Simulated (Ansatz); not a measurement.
# C4H6 (1,3-butadiene): CCSD/6-31G(d) (spherical functions)

What is the vertical singlet–triplet gap of C4H6 (1,3-butadiene) at CCSD/6-31G* (spherical functions)? 

The results are computed with Ansatz 0.2.0.

32 further runs of the same task are left out: 32 set aside as unsound or not needed.

### 1 The system as given

C4H6 has 10 atoms, charge 0, and is taken as a singlet. SMILES: `C=CC=C`. The coordinates come from a PBE0-D4/def2-TZVP relaxation. This is one conformer, not always the lowest.

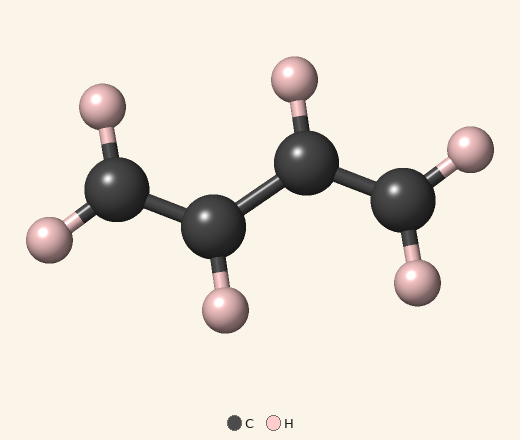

The structure, seen from a chosen angle (carbon dark grey, hydrogen pink).

### 2 The energy at CCSD/6-31G(d) (spherical functions)

File job.yaml:

```yaml
crystal:
  periodic: [false, false, false]
  atoms:
    - symbol: C
      position_ang: [-1.238700, 0.817200, -1.071400]
    - symbol: C
      position_ang: [-0.552400, 0.453400, 0.010700]
    - symbol: C
      position_ang: [0.569100, -0.463500, -0.010200]
    - symbol: C
      position_ang: [1.255300, -0.827500, 1.072000]
    - symbol: H
      position_ang: [-0.984700, 0.433100, -2.054200]
    - symbol: H
      position_ang: [-2.072000, 1.506400, -1.011400]
    - symbol: H
      position_ang: [-0.830800, 0.855200, 0.982800]
    - symbol: H
      position_ang: [0.847600, -0.865200, -0.982300]
    - symbol: H
      position_ang: [1.001000, -0.443600, 2.054900]
    - symbol: H
      position_ang: [2.088600, -1.516600, 1.012000]
basis:
  gaussian:
    orbitals: 6-31G_st_-spherical.json
correlation:
  method: ccsd
  frozen_orbitals: {C: 1, H: 0}
accuracy: high
scf:
  omitted_lower_state_checks: [cluster_reference, increment]
```

The basis set 6-31G* is read from a file made from the Basis Set Exchange's data (not shown).

Command:

```console
ansatz run job.yaml --threads 1 --pin off --max-ram 3480MiB --events-out events.jsonl --progress --plain --runs-dir runs
```

Output:

```text
Warning: RAYON_NUM_THREADS=1 ignored (pool sized by the plan → 1); use --threads N
Functional definition: HF
  name "HF"
  exchange = exact_x
  correlation = 0
these checks for a lower state are left out or cut short: cluster_reference, increment
1656 factors; integrals over basis functions are off by at most 3.0e-9 eV
mean field evaluation 1: about -4213.5612 eV, gradient 2.5e1 eV
mean field evaluation 2: about -4213.5635 eV, gradient 2.5e1 eV
mean field evaluation 4: about -4215.5239 eV, gradient 2.3e0 eV
mean field evaluation 8: about -4215.5404 eV, gradient 5.7e-5 eV
mean field -4215.54041339 eV, -154.9182527962 hartree, gradient 2.2e-8 eV, S^2 0.000000; 0 other end points of the search recorded, 0 dependent functions left out; unrestricted orbitals would lower it
4 core orbitals not correlated: weight in the atoms' cores, before any rotation towards them, 1.000 or more for the frozen orbitals, at most 0.000 for the correlated occupied ones
reference -4215.54041339 eV, -154.9182527962 hartree; 11, 11 occupied and 53, 53 virtual orbitals, 1656 factors
second order -13.55715583 eV of doubles, -0.00000000 eV of singles
cycle   1  -14.18831427 eV  change   -6.3e-1 eV  update   9.1e-2
cycle   2  -14.64916395 eV  change   -4.6e-1 eV  update   3.2e-2
cycle   3  -14.75015550 eV  change   -1.0e-1 eV  update   1.4e-2
cycle   4  -14.75625941 eV  change   -6.1e-3 eV  update   4.6e-3
cycle   5  -14.75723238 eV  change   -9.7e-4 eV  update   1.7e-3
cycle   6  -14.75705328 eV  change    1.8e-4 eV  update   5.2e-4
cycle   7  -14.75702537 eV  change    2.8e-5 eV  update   2.3e-4
cycle   8  -14.75705580 eV  change   -3.0e-5 eV  update   1.0e-4
cycle   9  -14.75701849 eV  change    3.7e-5 eV  update   2.6e-5
cycle  10  -14.75701570 eV  change    2.8e-6 eV  update   8.0e-6
cycle  11  -14.75701891 eV  change   -3.2e-6 eV  update   2.6e-6
cycle  12  -14.75701843 eV  change    4.8e-7 eV  update   8.4e-7
cycle  13  -14.75701905 eV  change   -6.2e-7 eV  update   1.9e-7
cycle  14  -14.75701910 eV  change   -5.2e-8 eV  update   7.4e-8
cycle  15  -14.75701911 eV  change   -8.5e-9 eV  update   3.8e-8
cycle  16  -14.75701913 eV  change   -2.3e-8 eV  update   2.3e-8
cycle  17  -14.75701927 eV  change   -1.4e-7 eV  update   1.5e-7
cycle  18  -14.75701932 eV  change   -5.2e-8 eV  update   5.5e-8
cycle  19  -14.75701929 eV  change    3.2e-8 eV  update   1.4e-8
cycle  20  -14.75701928 eV  change    8.2e-9 eV  update   3.7e-9
cycle  21  -14.75701928 eV  change    2.1e-9 eV  update   1.2e-9
Total energy: -4230.29743267 eV, -155.4605632521 hartree
Checks for a lower state left out: cluster_reference, increment
```

Wall time 6.3 s (1 thread of Arm Neoverse V2, shared host); peak memory 0.31 GiB.

### 3 The triplet at the same level

File in.yaml:

```yaml
crystal:
  periodic: [false, false, false]
  atoms:
    - {symbol: C, position_ang: [-1.238700, 0.817200, -1.071400]}
    - {symbol: C, position_ang: [-0.552400, 0.453400, 0.010700]}
    - {symbol: C, position_ang: [0.569100, -0.463500, -0.010200]}
    - {symbol: C, position_ang: [1.255300, -0.827500, 1.072000]}
    - {symbol: H, position_ang: [-0.984700, 0.433100, -2.054200]}
    - {symbol: H, position_ang: [-2.072000, 1.506400, -1.011400]}
    - {symbol: H, position_ang: [-0.830800, 0.855200, 0.982800]}
    - {symbol: H, position_ang: [0.847600, -0.865200, -0.982300]}
    - {symbol: H, position_ang: [1.001000, -0.443600, 2.054900]}
    - {symbol: H, position_ang: [2.088600, -1.516600, 1.012000]}
basis:
  gaussian:
    orbitals: 6-31G_st_-spherical.json
correlation:
  method: ccsd
  frozen_orbitals: {C: 1, H: 0}
scf:
  omitted_lower_state_checks: [cluster_reference, increment]
accuracy: high
magnetization:
  spin_polarized: true
  initial_magnetization: 2
```

The basis set 6-31G* is read from a file made from the Basis Set Exchange's data (not shown).

Command:

```console
ansatz run in.yaml --threads 1 --pin off --max-ram 3480MiB --events-out events.jsonl --progress --plain --runs-dir runs
```

Output:

```text
Warning: RAYON_NUM_THREADS=1 ignored (pool sized by the plan → 1); use --threads N
[... 4 set-up lines as earlier in the session ...]
these checks for a lower state are left out or cut short: cluster_reference, increment
1656 factors; integrals over basis functions are off by at most 3.0e-9 eV
mean field evaluation 1: about -4210.3129 eV, gradient 1.8e1 eV
mean field evaluation 2: about -4210.3139 eV, gradient 1.8e1 eV
mean field evaluation 4: about -4212.5994 eV, gradient 2.2e0 eV
mean field evaluation 8: about -4212.6855 eV, gradient 4.7e-2 eV
mean field evaluation 16: about -4212.6852 eV, gradient 1.5e-4 eV
mean field -4212.88603947 eV, -154.8207063536 hartree, gradient 2.4e-8 eV, S^2 2.165713; 0 other end points of the search recorded, 0 dependent functions left out
4 core orbitals not correlated: weight in the atoms' cores, before any rotation towards them, 1.000 or more for the frozen orbitals, at most 0.000 for the correlated occupied ones
reference -4212.88603947 eV, -154.8207063536 hartree; 12, 10 occupied and 52, 54 virtual orbitals, 1656 factors
second order -12.15555663 eV of doubles, -0.00000000 eV of singles
cycle   1  -13.06713432 eV  change   -9.1e-1 eV  update   1.0e-1
cycle   2  -13.59860105 eV  change   -5.3e-1 eV  update   4.9e-2
cycle   3  -13.77267998 eV  change   -1.7e-1 eV  update   3.8e-2
cycle   4  -13.84002670 eV  change   -6.7e-2 eV  update   2.5e-2
cycle   5  -13.85166983 eV  change   -1.2e-2 eV  update   1.5e-2
cycle   6  -13.87644009 eV  change   -2.5e-2 eV  update   1.0e-2
cycle   7  -13.89495067 eV  change   -1.9e-2 eV  update   5.8e-3
cycle   8  -13.89644414 eV  change   -1.5e-3 eV  update   1.9e-3
cycle   9  -13.89765147 eV  change   -1.2e-3 eV  update   6.9e-4
cycle  10  -13.89810253 eV  change   -4.5e-4 eV  update   2.9e-4
cycle  11  -13.89804050 eV  change    6.2e-5 eV  update   1.4e-4
cycle  12  -13.89798456 eV  change    5.6e-5 eV  update   6.4e-5
cycle  13  -13.89796337 eV  change    2.1e-5 eV  update   2.7e-5
cycle  14  -13.89794913 eV  change    1.4e-5 eV  update   1.0e-5
cycle  15  -13.89794847 eV  change    6.6e-7 eV  update   4.7e-6
cycle  16  -13.89794514 eV  change    3.3e-6 eV  update   2.2e-6
cycle  17  -13.89794269 eV  change    2.5e-6 eV  update   6.6e-7
cycle  18  -13.89794155 eV  change    1.1e-6 eV  update   2.7e-7
cycle  19  -13.89794104 eV  change    5.2e-7 eV  update   1.0e-7
cycle  20  -13.89794097 eV  change    7.0e-8 eV  update   5.1e-8
cycle  21  -13.89794077 eV  change    1.9e-7 eV  update   1.2e-7
cycle  22  -13.89794084 eV  change   -6.6e-8 eV  update   5.1e-8
cycle  23  -13.89794087 eV  change   -2.7e-8 eV  update   2.6e-8
cycle  24  -13.89794090 eV  change   -3.8e-8 eV  update   1.5e-8
cycle  25  -13.89794093 eV  change   -2.7e-8 eV  update   7.9e-9
cycle  26  -13.89794094 eV  change   -1.3e-8 eV  update   3.3e-9
cycle  27  -13.89794095 eV  change   -4.2e-9 eV  update   1.4e-9
cycle  28  -13.89794095 eV  change  -9.5e-10 eV  update  6.9e-10
Total energy: -4226.78398042 eV, -155.3314462632 hartree
Checks for a lower state left out: cluster_reference, increment
```

Wall time 26 s (1 thread of Arm Neoverse V2, shared host); peak memory 0.55 GiB.

### 4 Summary of results

At CCSD/6-31G* (spherical functions), 4 core orbitals frozen:

| quantity | value |
| --- | --- |
| singlet: total energy | -155.46056 Eh |
| singlet: correlation energy (4 core orbitals frozen) | -542.3 mEh |
| singlet: T1 diagnostic | 0.011 |
| triplet: total energy | -155.33145 Eh |
| triplet: correlation energy (4 core orbitals frozen) | -510.7 mEh |
| triplet: ⟨S²⟩ of the reference determinant | 2.166 |
| triplet: T1 diagnostic | 0.047 |
| vertical energy of the triplet above the singlet | 3.513 eV |

In words: At this shape the triplet lies 3.51 eV (81 kcal/mol) above the singlet. The restricted solution (singlet) is unstable to spin breaking: an unrestricted one lies lower. ⟨S²⟩ (triplet) is 2.17 where a pure triplet has 2.00: the reference is spin-contaminated. The T1 diagnostic (triplet) of 0.047 is above the customary mark for such species, so a single reference may not serve.
